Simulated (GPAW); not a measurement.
# STM contrast on 1T-PtS2 monolayer

What would a tunnelling microscope show on 1T-PtS2 monolayer?

Calculated with GPAW 26.7.0; GPAW, PAW setups; layer in a repeated cell with vacuum, relaxation of atoms and in-plane cell, in the first sound run; inputs show where later runs differ.

## Step 1: The structure

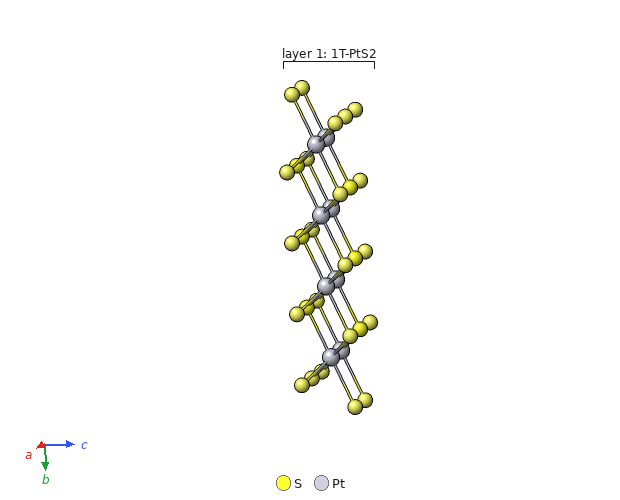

Start, viewed from the side, with the c axis across the page; sulfur yellow, platinum light grey. 1×3×1 cells are drawn. Some periodic images of atoms are drawn too.

The cell holds 3 atoms: 2 S and 1 Pt. Its edges and angles: a = 3.570 Å, b = 3.570 Å, c = 20.014 Å, α = 90.0°, β = 90.0°, γ = 120.0°. Vacuum lies along c.

Structure file:

```cif
data_structure
_symmetry_space_group_name_H-M 'P 1'
_symmetry_Int_Tables_number 1
_cell_length_a 3.5700
_cell_length_b 3.5700
_cell_length_c 20.0141
_cell_angle_alpha 90.000
_cell_angle_beta 90.000
_cell_angle_gamma 120.000
_cell_volume 220.90
loop_
_atom_site_label
_atom_site_type_symbol
_atom_site_fract_x
_atom_site_fract_y
_atom_site_fract_z
_atom_site_occupancy
S1 S 0.66667 0.33333 0.44968 1
Pt2 Pt 0.00000 0.00000 0.50000 1
S3 S 0.33333 0.66667 0.55032 1
```

## Step 2: Relaxing the atoms

The atoms are relaxed first, since the surface dipole, and with it the work function, follows the positions of the outer layers.

File run.py:

```python
import json
import numpy as np
from ase import Atoms
from ase.filters import FrechetCellFilter
from ase.optimize import BFGS
from gpaw import GPAW, PW

slab = Atoms(
    ['S', 'Pt', 'S'],
    positions=[
        [1.78500, 1.03057, 9.00000],
        [0.00000, 0.00000, 10.00704],
        [-0.00000, 2.06114, 11.01409]],
    cell=[[3.57, 0.0, 0.0], [-1.785, 3.09171, 0.0], [0.0, 0.0, 20.0141]],
    pbc=[True, True, True])

slab.calc = GPAW(mode=PW(600), xc='PBE', kpts={'size': (9, 9, 1), 'gamma': True},
                 occupations={'name': 'fermi-dirac', 'width': 0.05}, nbands='160%',
                 convergence={'density': 1e-05}, maxiter=200,
                 symmetry={'tolerance': 1e-3}, txt='slab.txt')
result = {}
# The in-plane cell is free; stress needs a cell that repeats along all three vectors
path = []
opt = BFGS(FrechetCellFilter(slab, mask=[1, 1, 0, 0, 0, 1]), maxstep=0.2)
opt.attach(lambda: path.append((slab.get_potential_energy(), slab.positions.tolist(), slab.get_forces().tolist())))
result['relaxed'] = bool(opt.run(fmax=0.02, steps=45))
result['path'] = path
result['cell'] = slab.cell.tolist()
print('in-plane lattice', slab.cell.cellpar().round(4)[[0, 1, 5]])
energy = slab.get_potential_energy()
fermi = slab.calc.get_fermi_level()
v = slab.calc.get_electrostatic_potential().mean((0, 1)) - fermi
n = slab.calc.get_pseudo_density().mean((0, 1))
L = slab.cell[2, 2]
z = np.arange(len(v)) * L / len(v)
low, high = slab.positions[:, 2].min(), slab.positions[:, 2].max()
below, above = np.interp([low - 6.8, high + 6.8], z, v)
slopes = [np.interp(x, z, np.gradient(v, z)) for x in (low - 6.8, high + 6.8)]
eps = np.array([[slab.calc.get_eigenvalues(k, s) for k in range(len(slab.calc.get_ibz_k_points()))]
                for s in range(slab.calc.get_number_of_spins())]) - fermi
top, bottom = eps[eps < 0].max(), eps[eps > 0].min()
dipole = slab.get_dipole_moment()[2]
print(f'energy {energy:.4f} eV, Fermi level {fermi:.4f} eV, dipole {dipole:.5f} e A')
print(f'potential 6.8 A off the faces, from the Fermi level: lower {below:.4f} eV, upper {above:.4f} eV')
print(f'slope of the potential there: lower {slopes[0]:.5f}, upper {slopes[1]:.5f} eV/A')
print(f'nearest levels on the mesh: {top:.4f} and {bottom:.4f} eV')
print('magnetic moment', round(slab.get_magnetic_moment(), 3))
result.update(energy=energy, fermi=fermi, dipole=dipole, below=below, above=above, slopes=slopes, edges=[top, bottom],
              z=z.tolist(), v=v.tolist(), n=n.tolist(), positions=slab.positions.tolist(),
              forces=slab.get_forces(apply_constraint=False).tolist(), moments=slab.get_magnetic_moments().tolist())
json.dump(result, open('result.json', 'w'))
```

The run is started by

```bash
$ OMP_NUM_THREADS=1 OPENBLAS_NUM_THREADS=1 python run.py
```

Output:

```text
Step          Energy          fmax
BFGS:    0      -15.001198        3.175607
BFGS:    1      -15.377681        2.040537
BFGS:    2      -15.613838        0.659943
BFGS:    3      -15.634685        0.443726
BFGS:    4      -15.651065        0.557930
BFGS:    5      -15.673799        0.541525
BFGS:    6      -15.691675        0.329049
BFGS:    7      -15.698610        0.095869
BFGS:    8      -15.699329        0.012160
in-plane lattice [  3.5733   3.5733 120.    ]
energy -15.6993 eV, Fermi level -2.2903 eV, dipole -0.00012 e A
potential 6.8 A off the faces, from the Fermi level: lower 5.4812 eV, upper 5.4817 eV
slope of the potential there: lower -0.00010, upper -0.00012 eV/A
nearest levels on the mesh: -0.9196 and 0.8671 eV
magnetic moment 0.0
```

Wall time 5.5 min (1 thread of Arm Neoverse V2, shared host); peak memory 0.4 GiB.

This step gave:

```yaml
dipole_along_the_normal: -1.22e-4 e·Å
levels_nearest_the_fermi_level_on_the_mesh: -0.9196, 0.8671 eV from the Fermi level
```

The electrostatic potential energy of an electron (without an applied field's), less the Fermi level, planar mean by z:

```csv
z (Å),"electrostatic potential energy of an electron (without an applied field's), less the Fermi level, planar mean (eV)"
0,5.48
2,5.48
4,5.48
6,5.47
8,1.75
10,-16.3
12,1.59
14,5.47
16,5.48
18,5.48
```

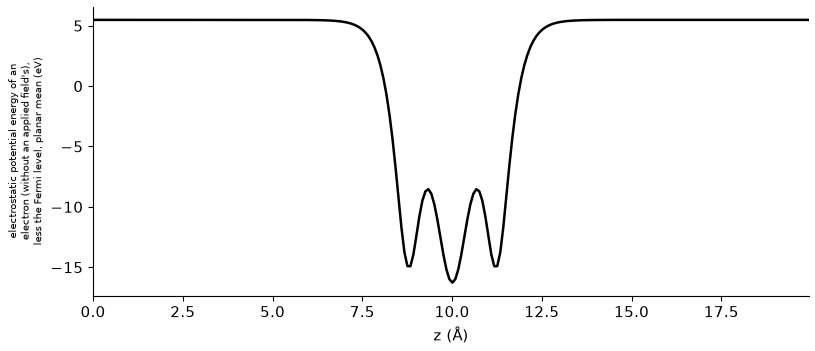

Electrostatic potential energy of an electron (without an applied field's), less the Fermi level, planar mean against z.

Table of pseudo valence density, planar mean by z:

```csv
z (Å),"pseudo valence density, planar mean (e/Å³)"
4,0
6,4.3e-4
8,0.175
10,1.52
12,0.181
14,4.5e-4
16,0
```

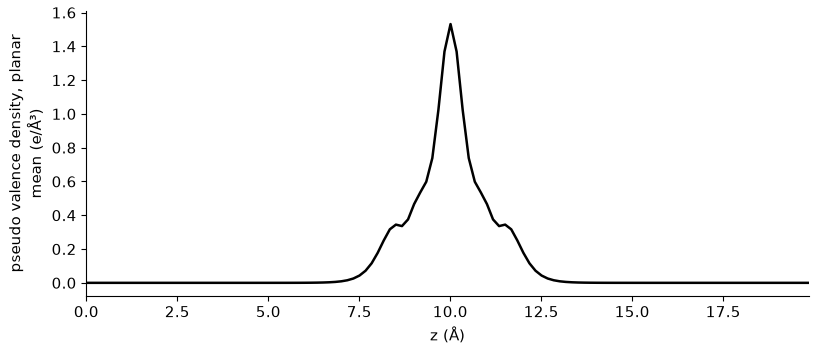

Pseudo valence density, planar mean against z.

The relaxation lowered the energy of the cell by 0.698 eV (energies extrapolated to zero smearing; the optimiser's log prints free energies). The largest force left on a free atom is 0.012 eV/Å.

## Step 3: Plane waves, PBE

With the geometry fixed, the planar mean of the potential gives the vacuum level on each side.

This step: GPAW, PAW setups; slab in vacuum (GPAW 26.7.0).

The cell differs from the one that the last finished run ended in (c 20.014 → 20.466 Å).

File run.py:

```python
import json
import numpy as np
from ase import Atoms
from ase.dft.stm import STM
from gpaw import GPAW, PW

slab = Atoms(
    ['S', 'Pt', 'S'],
    positions=[
        [1.78665, 1.03152, 9.00000],
        [-0.00000, 0.00000, 10.23304],
        [-0.00000, 2.06305, 11.46608]],
    cell=[[3.5733, 0.0, 0.0], [-1.78665, 3.09457, 0.0], [0.0, 0.0, 20.4661]],
    pbc=[True, True, False])

slab.calc = GPAW(mode=PW(400), xc='PBE', kpts={'size': (9, 9, 1), 'gamma': True},
                 occupations={'name': 'fermi-dirac', 'width': 0.05}, nbands='160%',
                 convergence={'density': 1e-05}, maxiter=200,
                 poissonsolver={'dipolelayer': 'xy'},
                 symmetry={'tolerance': 1e-3}, txt='slab.txt')
result = {}
energy = slab.get_potential_energy()
fermi = slab.calc.get_fermi_level()
v = slab.calc.get_electrostatic_potential().mean((0, 1)) - fermi
n = slab.calc.get_pseudo_density().mean((0, 1))
L = slab.cell[2, 2]
z = np.arange(len(v)) * L / len(v)
low, high = slab.positions[:, 2].min(), slab.positions[:, 2].max()
below, above = np.interp([low - 6.8, high + 6.8], z, v)
slopes = [np.interp(x, z, np.gradient(v, z)) for x in (low - 6.8, high + 6.8)]
eps = np.array([[slab.calc.get_eigenvalues(k, s) for k in range(len(slab.calc.get_ibz_k_points()))]
                for s in range(slab.calc.get_number_of_spins())]) - fermi
top, bottom = eps[eps < 0].max(), eps[eps > 0].min()
dipole = slab.get_dipole_moment()[2]
print(f'energy {energy:.4f} eV, Fermi level {fermi:.4f} eV, dipole {dipole:.5f} e A')
print(f'potential 6.8 A off the faces, from the Fermi level: lower {below:.4f} eV, upper {above:.4f} eV')
print(f'slope of the potential there: lower {slopes[0]:.5f}, upper {slopes[1]:.5f} eV/A')
print(f'nearest levels on the mesh: {top:.4f} and {bottom:.4f} eV')
print('magnetic moment', round(slab.get_magnetic_moment(), 3))
result.update(energy=energy, fermi=fermi, dipole=dipole, below=below, above=above, slopes=slopes, edges=[top, bottom],
              z=z.tolist(), v=v.tolist(), n=n.tolist(), positions=slab.positions.tolist(),
              forces=slab.get_forces(apply_constraint=False).tolist(), moments=slab.get_magnetic_moments().tolist())

# Images need the states of the whole zone, up to time reversal
slab.calc = slab.calc.fixed_density(symmetry={'point_group': False}, txt='states.txt', nbands='280%',
                                    convergence={'bands': 'CBM+2.3'})
stm = STM(slab)
result['stm'] = []
for bias in [-1.5, 2.0]:
    height = high + 3.5
    current = stm.get_averaged_current(bias, height)
    x, y, h = stm.scan(bias, current)
    i, f = divmod(height / L * stm.ldos.shape[2], 1)
    I = abs((1 - f) * stm.ldos[:, :, int(i)] + f * stm.ldos[:, :, int(i) + 1])
    print(f'bias {bias} V: mean current at 3.5 A {current:.4e}, corrugation {np.ptp(h):.4f} A')
    result['stm'].append(dict(bias=bias, current=current, h=(h - high).tolist(), I=I.tolist()))
json.dump(result, open('result.json', 'w'))
```

Output:

```text
energy -15.6420 eV, Fermi level -2.3611 eV, dipole -0.00020 e A
potential 6.8 A off the faces, from the Fermi level: lower 5.4807 eV, upper 5.4839 eV
slope of the potential there: lower -0.00002, upper 0.00002 eV/A
nearest levels on the mesh: -0.9205 and 0.8674 eV
magnetic moment 0.0
bias -1.5 V: mean current at 3.5 A 1.8426e-05, corrugation 0.2616 A
bias 2.0 V: mean current at 3.5 A 3.2183e-05, corrugation 0.1696 A
```

Elapsed: 1.8 min, on 1 thread; peak memory 0.37 GiB.

Numbers from this step:

| Item | Value |
| --- | --- |
| dipole along the normal | -1.99e-4 e·Å |
| levels nearest the Fermi level on the mesh | -0.9205, 0.8674 eV from the Fermi level |
| upper work function | 5.484 eV |
| lower work function | 5.481 eV |
| corrugation -1.5 | 0.2616 Å |
| corrugation 2 | 0.1696 Å |
| upper ionisation energy | 6.404 eV |

The electrostatic potential energy of an electron (without an applied field's), less the Fermi level, planar mean by z:

```csv
z (Å),"electrostatic potential energy of an electron (without an applied field's), less the Fermi level, planar mean (eV)"
0,5.48
2,5.48
4,5.48
6,5.48
8,3.61
10,-14.2
12,-2.09
14,5.47
16,5.48
18,5.48
20,5.48
```

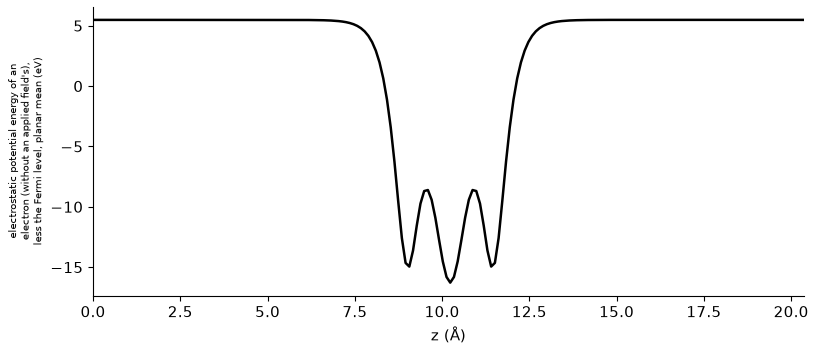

Electrostatic potential energy of an electron (without an applied field's), less the Fermi level, planar mean, plotted against z.

The pseudo valence density, planar mean by z:

```csv
z (Å),"pseudo valence density, planar mean (e/Å³)"
4,0
6,2.3e-4
8,0.100
10,1.24
12,0.278
14,9.2e-4
16,2.7e-6
```

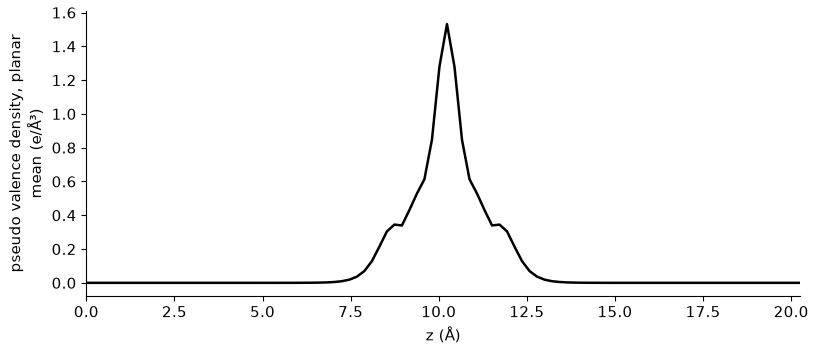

Pseudo valence density, planar mean, plotted against z.

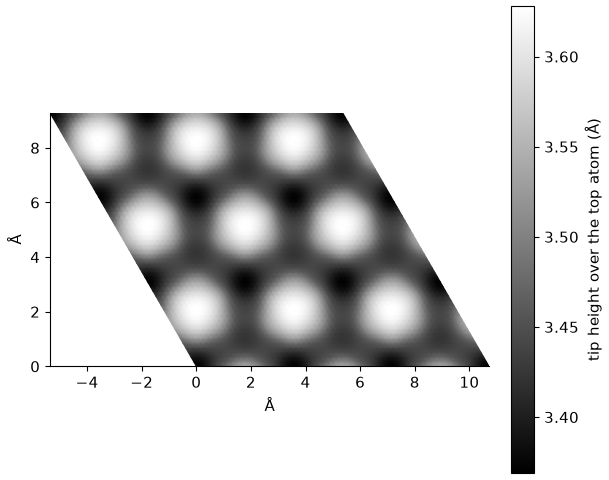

Tip height over the top atom over a1 and a2. Sample bias -1.5 V, constant current at the mean current 3.5 Å over the top atom. The cell is repeated, with its origin at the lower left corner.

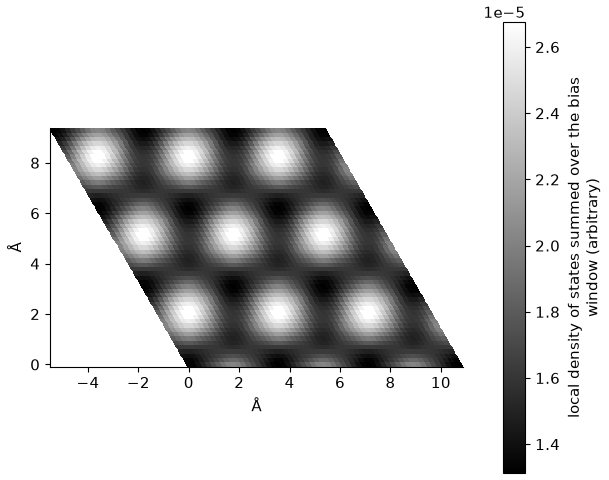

Local density of states summed over the bias window over a1 and a2. Sample bias -1.5 V, constant height 3.5 Å over the top atom. The cell is repeated, with its origin at the lower left corner.

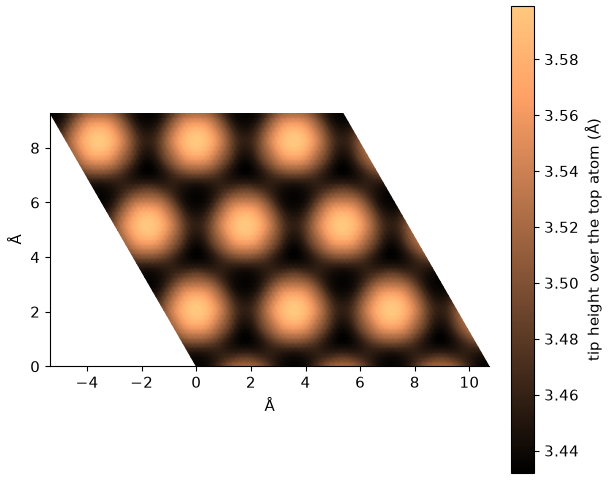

Tip height over the top atom over a1 and a2. Sample bias 2 V, constant current at the mean current 3.5 Å over the top atom. The cell is repeated, with its origin at the lower left corner.

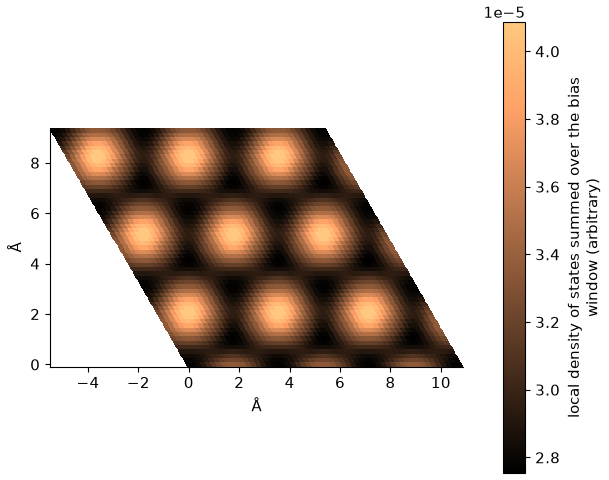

Local density of states summed over the bias window over a1 and a2. Sample bias 2 V, constant height 3.5 Å over the top atom. The cell is repeated, with its origin at the lower left corner.

The layer is gapped, so the Fermi level lies somewhere inside the gap, set by smearing and numerics, and these work functions are no property of the material; the band edges below the vacuum level are. The potential is flat to 2.4e-5 eV/Å where it is read, so the vacuum is wide enough.

## Step 4: A changed run

One more run, with changed settings.

run.py: that of step 3 with these lines changed.

```diff
@@ -3,3 +3,2 @@
 from ase import Atoms
-from ase.dft.stm import STM
 from gpaw import GPAW, PW
@@ -17,3 +16,3 @@
                  occupations={'name': 'fermi-dirac', 'width': 0.05}, nbands='160%',
-                 convergence={'density': 1e-05}, maxiter=200,
+                 convergence={'density': 1e-05}, maxiter=3,
                  poissonsolver={'dipolelayer': 'xy'},
@@ -42,16 +41,2 @@
               forces=slab.get_forces(apply_constraint=False).tolist(), moments=slab.get_magnetic_moments().tolist())
-
-# Images need the states of the whole zone, up to time reversal
-slab.calc = slab.calc.fixed_density(symmetry={'point_group': False}, txt='states.txt', nbands='280%',
-                                    convergence={'bands': 'CBM+2.3'})
-stm = STM(slab)
-result['stm'] = []
-for bias in [-1.5, 2.0]:
-    height = high + 3.5
-    current = stm.get_averaged_current(bias, height)
-    x, y, h = stm.scan(bias, current)
-    i, f = divmod(height / L * stm.ldos.shape[2], 1)
-    I = abs((1 - f) * stm.ldos[:, :, int(i)] + f * stm.ldos[:, :, int(i) + 1])
-    print(f'bias {bias} V: mean current at 3.5 A {current:.4e}, corrugation {np.ptp(h):.4f} A')
-    result['stm'].append(dict(bias=bias, current=current, h=(h - high).tolist(), I=I.tolist()))
 json.dump(result, open('result.json', 'w'))
```

Output:

```text
gpaw.KohnShamConvergenceError
```

Run time: 6.4 s. Hardware: 1 thread; peak memory 0.19 GiB.

The run stopped without converging, so none of its numbers is a property of the system.

The fault put into the input: too few SCF iterations (maxiter = 3).

## Step 5: What came out

* work function, both faces (Fermi level placed in the gap by the smearing): 5.48 eV
* ionisation energy from the upper face (highest filled level on the mesh): 6.40 eV
* electron affinity from the upper face (lowest empty Kohn-Sham level on the mesh): 4.62 eV
* dipole along the normal: -2.0e-4 e Å
* corrugation at -1.5 V: 0.262 Å
* corrugation at 2 V: 0.170 Å

**Reading.** The corrugation at constant current is largest at -1.5 V, where the tip height varies by 0.26 Å over the cell. Negative sample bias images filled states, positive bias empty ones. The levels nearest the Fermi level on the mesh lie 1.79 eV apart, so the slab is gapped there: the smearing puts the Fermi level inside the gap, and from either face the ionisation energy is the work function plus 0.92 eV. Both are Kohn-Sham levels on the mesh, and semilocal gaps are too small, so the affinity tends to come out too large and the ionisation energy too small. The images are of Tersoff-Hamann type: an s-wave tip, no tip-sample forces, heights closer than in a microscope. With elements this heavy, spin-orbit coupling can move band edges by tenths of an eV. Biases count from a Fermi level whose place in the gap is arbitrary, so only their reach past the band edges has a meaning. The layer's cell and atoms come from the relaxation; spin-orbit coupling and temperature are left out.

[Logs are printed without paths, hosts, clocks, repeated set-up lines and the standing remarks that a program may print on its own settings, such as how far it seeks lower states.]

[Hosts, paths, dates, database ids (printed as entryN), source tags and the programs' standing remarks are cut or masked in the printed files.]
